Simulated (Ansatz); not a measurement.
Run report: B$_{2}$SiNH$_{6}$F, geometry relaxation (part 2 of 2)

B$_{2}$SiNH$_{6}$F; RKS PBE-D4/def2-SVP (Ansatz 0.2.0). The geometry: force-field start.

Geometry of the input (Å):
```
B  -0.5231  0.3856  1.4064
N  0.4859  0.3764  0.2999
B  1.1648  -0.9667  0.3741
Si -0.2688  0.4746  -1.2903
F  -1.1158  1.9470  -1.4600
H  -1.4316  -0.3664  1.4497
H  -0.5586  1.3383  2.1564
H  2.4135  -0.9876  0.4660
H  0.5977  -1.9664  0.3404
H  0.6467  0.3254  -2.3447
H  -1.3455  -0.6172  -1.3774
```

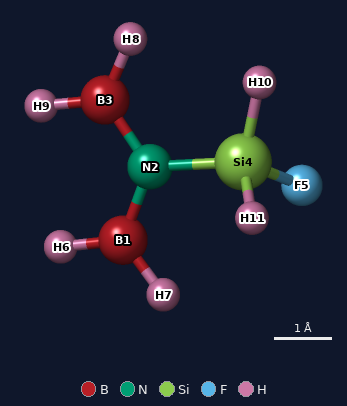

The geometry at step 16 of the log (ball-and-stick view, seen at a tilt; atoms are numbered from 1 in the order of the input).

**Trajectory as extended XYZ, continued**
```
11
Properties=species:S:1:pos:R:3:forces:R:3 step=7 energy=-13519.47981
B    -0.6890    0.2556    1.4204   -0.3134   0.2208   0.3065
N     0.1775    0.0345    0.2795   -0.3111  -0.2471  -0.4580
B     1.1431   -1.0280    0.3947    0.1819  -0.4161   0.2052
Si   -0.2575    0.5981   -1.3618    0.1310  -0.0214   0.2222
F    -0.7336    2.1606   -1.3593    0.1401   0.0301   0.0599
H    -1.0380   -0.7098    2.1071    0.2924   0.4023  -0.0464
H    -1.0726    1.4127    1.6751    0.0338  -0.5709  -0.2085
H     2.1294   -1.0624   -0.3607   -0.4964  -0.0366   0.2213
H     0.9536   -1.8922    1.2724    0.3053   0.4890  -0.3393
H     0.9108    0.3733   -2.2707   -0.0045   0.0873   0.0599
H    -1.4585   -0.1994   -1.7763    0.0409   0.0625  -0.0229
11
Properties=species:S:1:pos:R:3:forces:R:3 step=8 energy=-13519.67033
B    -0.7179    0.2350    1.4203   -0.0994  -0.0643   0.0080
N     0.1068   -0.0644    0.2554   -0.4427   0.0444  -0.0317
B     1.1261   -1.0693    0.3841    0.1660  -0.1701   0.3481
Si   -0.2580    0.6069   -1.3692    0.0567  -0.0708   0.2976
F    -0.6446    2.1952   -1.3068    0.0916  -0.0765   0.0928
H    -0.9258   -0.6590    2.2545    0.2542   0.4896  -0.2339
H    -1.2030    1.3693    1.5365    0.0562  -0.4813  -0.1053
H     2.0506   -1.0973   -0.4223   -0.2221  -0.1114   0.0349
H     1.0780   -1.8459    1.3448    0.0990   0.3029  -0.3288
H     0.9354    0.4010   -2.2456   -0.0215   0.0291   0.0024
H    -1.4824   -0.1284   -1.8313    0.0620   0.1085  -0.0839
11
Properties=species:S:1:pos:R:3:forces:R:3 step=9 energy=-13519.79347
B    -0.7419    0.2182    1.4137   -0.1323   0.1040   0.1226
N     0.0748   -0.1167    0.2645   -0.4106   0.0195  -0.0978
B     1.1318   -1.0799    0.3879    0.1717  -0.2289   0.0870
Si   -0.2689    0.5960   -1.3450    0.1723   0.0648   0.0138
F    -0.5780    2.1979   -1.2145    0.0368  -0.0785   0.0865
H    -0.8163   -0.5708    2.3569    0.1441   0.3261  -0.2225
H    -1.3436    1.2970    1.4141    0.0498  -0.4141  -0.0277
H     1.9593   -1.1674   -0.5126   -0.1254  -0.0714   0.1309
H     1.1948   -1.7824    1.3926    0.0314   0.2074  -0.2089
H     0.9478    0.3828   -2.1852   -0.0192   0.0389  -0.0423
H    -1.4946   -0.0317   -1.9519    0.0815   0.0323   0.1583
11
Properties=species:S:1:pos:R:3:forces:R:3 step=10 energy=-13519.85938
B    -0.7542    0.2171    1.3760   -0.0954   0.0420   0.0422
N     0.0703   -0.1602    0.2476   -0.1488   0.1037   0.0762
B     1.1372   -1.1107    0.3885    0.1013  -0.1387   0.0312
Si   -0.2473    0.6144   -1.3345   -0.1788  -0.0987   0.0988
F    -0.5746    2.2008   -1.0972    0.1972  -0.0410  -0.0513
H    -0.7353   -0.4615    2.3977    0.0770   0.2083  -0.1980
H    -1.4577    1.2195    1.2692    0.0580  -0.2957   0.0565
H     1.9309   -1.2511   -0.5313   -0.0657  -0.0400   0.0766
H     1.2400   -1.7550    1.4212   -0.0006   0.1104  -0.1190
H     0.9543    0.4069   -2.2006   -0.0284   0.1404  -0.0042
H    -1.4984    0.0227   -1.9161    0.0842   0.0093  -0.0090
11
Properties=species:S:1:pos:R:3:forces:R:3 step=11 energy=-13519.90240
B    -0.7717    0.1994    1.3772   -0.0685   0.0809  -0.0497
N     0.0556   -0.1558    0.2480    0.0477  -0.0696   0.0498
B     1.1227   -1.1110    0.3867    0.0713   0.0169  -0.0027
Si   -0.2418    0.6209   -1.3358    0.0698  -0.0709   0.1016
F    -0.4751    2.2183   -1.0805    0.0470   0.0249  -0.0472
H    -0.6220   -0.3792    2.4388    0.0090   0.0564  -0.0839
H    -1.6015    1.0840    1.2385    0.0081  -0.0973   0.0324
H     1.8833   -1.2922   -0.5488   -0.0256  -0.0489   0.0100
H     1.2581   -1.7120    1.4348   -0.0095   0.0237  -0.0265
H     0.9540    0.4031   -2.2135   -0.0731   0.0720   0.0590
H    -1.4965    0.0675   -1.9249   -0.0764   0.0120  -0.0429
11
Properties=species:S:1:pos:R:3:forces:R:3 step=12 energy=-13519.91396
B    -0.7939    0.1809    1.3266    0.1489  -0.1581   0.1463
N     0.0851   -0.1831    0.2403   -0.0861   0.2203  -0.0258
B     1.1665   -1.1166    0.4060   -0.0812  -0.1303  -0.0253
Si   -0.2473    0.6351   -1.3138   -0.1106  -0.0406  -0.0627
F    -0.3836    2.2417   -1.0296    0.0293  -0.0506   0.0140
H    -0.5918   -0.2992    2.4262   -0.0510   0.0319  -0.0276
H    -1.7107    0.9554    1.1312   -0.0204  -0.0004  -0.0510
H     1.8802   -1.3985   -0.5402    0.0139   0.0776  -0.0072
H     1.3230   -1.6538    1.4843    0.0167   0.0430   0.0140
H     0.9011    0.4140   -2.2397    0.0288  -0.0353  -0.0305
H    -1.5634    0.1671   -1.8707    0.1118   0.0425   0.0559
11
Properties=species:S:1:pos:R:3:forces:R:3 step=13 energy=-13519.92363
B    -0.8066    0.1604    1.3318   -0.0366   0.0161  -0.0105
N     0.0786   -0.1767    0.2447    0.0556  -0.0367   0.0044
B     1.1709   -1.1009    0.4032   -0.0119   0.0189   0.0111
Si   -0.2468    0.6273   -1.3133   -0.0084   0.0891  -0.0350
F    -0.3018    2.2401   -1.0367    0.0252  -0.0291  -0.0261
H    -0.6175   -0.3137    2.4328   -0.0014  -0.0099   0.0083
H    -1.7342    0.9216    1.1151    0.0075  -0.0280   0.0259
H     1.9010   -1.3393   -0.5426   -0.0095   0.0071   0.0090
H     1.3387   -1.6355    1.4808    0.0036  -0.0021  -0.0034
H     0.8720    0.3397   -2.2624   -0.0201  -0.0178   0.0156
H    -1.5890    0.2201   -1.8328   -0.0040  -0.0075   0.0007
11
Properties=species:S:1:pos:R:3:forces:R:3 step=14 energy=-13519.92815
B    -0.8274    0.1369    1.3249    0.0074  -0.0326   0.0275
N     0.0710   -0.1807    0.2431    0.0211   0.0334  -0.0437
B     1.1860   -1.0748    0.4102   -0.0116  -0.0292   0.0049
Si   -0.2487    0.6308   -1.3152   -0.0099  -0.1734   0.0021
F    -0.2043    2.2395   -1.0534    0.0187   0.1774   0.0019
H    -0.6336   -0.3402    2.4246   -0.0121   0.0041   0.0003
H    -1.7682    0.8803    1.1107   -0.0118  -0.0003   0.0015
H     1.9222   -1.3000   -0.5333    0.0102   0.0126   0.0095
H     1.3633   -1.6035    1.4893    0.0021   0.0049  -0.0001
H     0.8276    0.2658   -2.2843   -0.0016  -0.0029  -0.0064
H    -1.6225    0.2889   -1.7961   -0.0125   0.0060   0.0025
11
Properties=species:S:1:pos:R:3:forces:R:3 step=15 energy=-13519.92874
B    -0.8669    0.0860    1.3064    0.0693  -0.0018   0.0451
N     0.0684   -0.1846    0.2413   -0.0866   0.0304  -0.0674
B     1.2153   -1.0368    0.4235    0.0410   0.0675   0.0247
Si   -0.2533    0.6345   -1.3147   -0.0066   0.1392  -0.0493
F    -0.0127    2.2481   -1.0893   -0.0553  -0.3492  -0.0896
H    -0.6697   -0.3816    2.4099   -0.0212  -0.0133  -0.0097
H    -1.8355    0.7920    1.0830    0.0145  -0.0178  -0.0166
H     1.9818   -1.2224   -0.5049   -0.0236  -0.0060   0.0031
H     1.4059   -1.5495    1.5084   -0.0283  -0.0163  -0.0155
H     0.7283    0.1279   -2.3379   -0.1410   0.1029   0.1195
H    -1.6965    0.4294   -1.7053    0.2377   0.0644   0.0556
11
Properties=species:S:1:pos:R:3:forces:R:3 step=16 energy=-13519.93191
B    -0.8491    0.1058    1.3227   -0.0783  -0.0643  -0.0520
N     0.0705   -0.1718    0.2468    0.0541   0.0263  -0.0113
B     1.2135   -1.0296    0.4247   -0.0706  -0.1307  -0.0438
Si   -0.2502    0.6289   -1.3167    0.0228   0.0561  -0.0164
F    -0.0638    2.2419   -1.0995    0.0030  -0.0655  -0.0361
H    -0.6682   -0.3885    2.4169    0.0267   0.0276   0.0025
H    -1.8144    0.8165    1.0998    0.0210   0.0174   0.0201
H     1.9666   -1.2286   -0.5125    0.0189   0.0435   0.0375
H     1.3790   -1.5801    1.4953    0.0301   0.0560   0.0029
H     0.7512    0.1572   -2.3282   -0.0654   0.0297   0.0751
H    -1.6701    0.3912   -1.7288    0.0376   0.0039   0.0215
11
Properties=species:S:1:pos:R:3:forces:R:3 step=17 energy=-13519.93586
B    -0.8679    0.0790    1.3138    0.0095   0.0054  -0.0199
N     0.0654   -0.1737    0.2426    0.0015  -0.0295   0.0507
B     1.2166   -1.0206    0.4266    0.0013   0.0158  -0.0153
Si   -0.2511    0.6326   -1.3163    0.0067   0.0090  -0.0004
F     0.0083    2.2373   -1.1336    0.0014   0.0029   0.0109
H    -0.6767   -0.4108    2.4083   -0.0020   0.0009  -0.0070
H    -1.8364    0.7861    1.0960   -0.0007  -0.0018   0.0045
H     1.9861   -1.1955   -0.5008    0.0030   0.0013   0.0092
H     1.3952   -1.5527    1.5037   -0.0057   0.0054  -0.0037
H     0.7127    0.1140   -2.3324   -0.0160  -0.0119  -0.0156
H    -1.6870    0.4472   -1.6875    0.0010   0.0024  -0.0134
11
Properties=species:S:1:pos:R:3:forces:R:3 step=18 energy=-13519.93664
B    -0.8782    0.0674    1.3092   -0.0084  -0.0306   0.0271
N     0.0594   -0.1856    0.2436   -0.0072   0.0481  -0.0865
B     1.2280   -1.0059    0.4314   -0.0031  -0.0443   0.0396
Si   -0.2529    0.6283   -1.3152   -0.0222   0.0031   0.0114
F     0.0619    2.2230   -1.1301    0.0096  -0.0015  -0.0056
H    -0.6909   -0.4232    2.4040    0.0015   0.0049  -0.0008
H    -1.8487    0.7711    1.0897    0.0082   0.0024  -0.0047
H     2.0086   -1.1665   -0.4887   -0.0019   0.0175  -0.0065
H     1.4089   -1.5365    1.5094    0.0032   0.0123  -0.0083
H     0.6660    0.0795   -2.3564    0.0249  -0.0107   0.0123
H    -1.6969    0.4913   -1.6763   -0.0047  -0.0011   0.0221
11
Properties=species:S:1:pos:R:3:forces:R:3 step=19 energy=-13519.93737
B    -0.8914    0.0481    1.3032    0.0146  -0.0225   0.0232
N     0.0533   -0.1895    0.2395   -0.0085   0.0473  -0.0232
B     1.2355   -0.9899    0.4355   -0.0121  -0.0152   0.0166
Si   -0.2549    0.6294   -1.3161   -0.0021   0.0704  -0.0098
F     0.1265    2.2157   -1.1520   -0.0262  -0.1196  -0.0126
H    -0.7008   -0.4439    2.3968   -0.0036  -0.0006  -0.0025
H    -1.8674    0.7443    1.0849    0.0045  -0.0003  -0.0053
H     2.0252   -1.1349   -0.4798   -0.0055   0.0142  -0.0054
H     1.4210   -1.5147    1.5151   -0.0014   0.0037  -0.0044
H     0.6318    0.0361   -2.3636   -0.0143   0.0129   0.0135
H    -1.7136    0.5423   -1.6430    0.0545   0.0097   0.0099
11
Properties=species:S:1:pos:R:3:forces:R:3 step=20 energy=-13519.93782
B    -0.8937    0.0436    1.3043    0.0183   0.0096   0.0190
N     0.0546   -0.1841    0.2418   -0.0201  -0.0014  -0.0256
B     1.2352   -0.9874    0.4359    0.0117   0.0226   0.0215
Si   -0.2542    0.6291   -1.3162    0.0111   0.0614  -0.0085
F     0.1375    2.2123   -1.1612   -0.0154  -0.0757  -0.0071
H    -0.7039   -0.4518    2.3964   -0.0038  -0.0071  -0.0044
H    -1.8694    0.7403    1.0870   -0.0034  -0.0061  -0.0027
H     2.0277   -1.1249   -0.4782   -0.0108  -0.0008  -0.0053
H     1.4208   -1.5128    1.5151   -0.0044  -0.0074  -0.0069
H     0.6233    0.0274   -2.3657   -0.0054   0.0029   0.0115
H    -1.7127    0.5513   -1.6388    0.0223   0.0019   0.0085
11
Properties=species:S:1:pos:R:3:forces:R:3 step=21 energy=-13519.93827
B    -0.8974    0.0388    1.3063   -0.0009   0.0007  -0.0007
N     0.0497   -0.1832    0.2417    0.0037  -0.0019   0.0023
B     1.2362   -0.9776    0.4374   -0.0025   0.0016   0.0020
Si   -0.2533    0.6283   -1.3177   -0.0016  -0.0039  -0.0076
F     0.1601    2.2043   -1.1718    0.0025   0.0042   0.0006
H    -0.7067   -0.4640    2.3947   -0.0004  -0.0011   0.0011
H    -1.8754    0.7335    1.0929   -0.0012  -0.0019   0.0004
H     2.0295   -1.1070   -0.4770    0.0007   0.0009  -0.0011
H     1.4226   -1.5080    1.5137    0.0002   0.0006  -0.0005
H     0.6128    0.0105   -2.3665   -0.0024  -0.0014   0.0015
H    -1.7128    0.5674   -1.6333    0.0019   0.0021   0.0020
11
Properties=species:S:1:pos:R:3:forces:R:3 step=22 energy=-13519.93854
B    -0.9060    0.0268    1.3055   -0.0038   0.0024  -0.0072
N     0.0451   -0.1830    0.2418    0.0115  -0.0082   0.0140
B     1.2405   -0.9639    0.4405   -0.0059   0.0055  -0.0072
Si   -0.2529    0.6275   -1.3187   -0.0009   0.0063  -0.0159
F     0.2045    2.1932   -1.1882   -0.0026  -0.0143  -0.0029
H    -0.7146   -0.4823    2.3908    0.0009  -0.0004   0.0018
H    -1.8876    0.7172    1.0948   -0.0005  -0.0026   0.0007
H     2.0393   -1.0792   -0.4713   -0.0009  -0.0008   0.0018
H     1.4294   -1.4956    1.5156    0.0010   0.0003   0.0017
H     0.5851   -0.0202   -2.3735   -0.0106   0.0086   0.0113
H    -1.7176    0.6025   -1.6169    0.0118   0.0032   0.0018
11
Properties=species:S:1:pos:R:3:forces:R:3 step=23 energy=-13519.93867
B    -0.9168    0.0119    1.3045   -0.0014   0.0069  -0.0095
N     0.0400   -0.1819    0.2428    0.0157  -0.0129   0.0180
B     1.2459   -0.9467    0.4443   -0.0102   0.0053  -0.0134
Si   -0.2523    0.6266   -1.3198    0.0059   0.0322  -0.0240
F     0.2587    2.1784   -1.2088   -0.0150  -0.0501  -0.0068
H    -0.7239   -0.5041    2.3863    0.0010  -0.0006   0.0010
H    -1.9034    0.6960    1.0970    0.0000  -0.0051  -0.0007
H     2.0504   -1.0465   -0.4648   -0.0048   0.0000   0.0054
H     1.4382   -1.4800    1.5178    0.0022   0.0014   0.0033
H     0.5501   -0.0566   -2.3812   -0.0186   0.0198   0.0230
H    -1.7217    0.6460   -1.5976    0.0252   0.0031   0.0037
11
Properties=species:S:1:pos:R:3:forces:R:3 step=24 energy=-13519.93876
B    -0.9170    0.0117    1.3046   -0.0062  -0.0047  -0.0119
N     0.0402   -0.1814    0.2431    0.0117  -0.0099   0.0173
B     1.2459   -0.9463    0.4443   -0.0040   0.0107  -0.0087
Si   -0.2522    0.6267   -1.3196    0.0031   0.0201  -0.0169
F     0.2619    2.1769   -1.2107   -0.0077  -0.0273  -0.0027
H    -0.7242   -0.5049    2.3862    0.0024   0.0031   0.0016
H    -1.9055    0.6927    1.0962    0.0020  -0.0005   0.0009
H     2.0500   -1.0459   -0.4650   -0.0046  -0.0028   0.0036
H     1.4394   -1.4781    1.5184    0.0008  -0.0006   0.0018
H     0.5478   -0.0576   -2.3810   -0.0118   0.0106   0.0130
H    -1.7212    0.6493   -1.5960    0.0143   0.0014   0.0020
```

**Key numbers**

| quantity | value |
| --- | --- |
| outcome | converged |
| total energy | −13519.9388 eV |
| mean-field energy | −13519.7146 eV |
| dispersion energy | −0.2242 eV |
| SCF solution under orbital rotations | stable |
| largest force (length of the vector) at the end | 0.028 eV/Å |
| dipole moment | 1.21 D |
| hardware | 4 threads of Arm Neoverse V2, 23 GiB of memory available, shared host |
| wall time | 28 s (CPU time 98 s) |
| peak memory | 0.15 GiB |
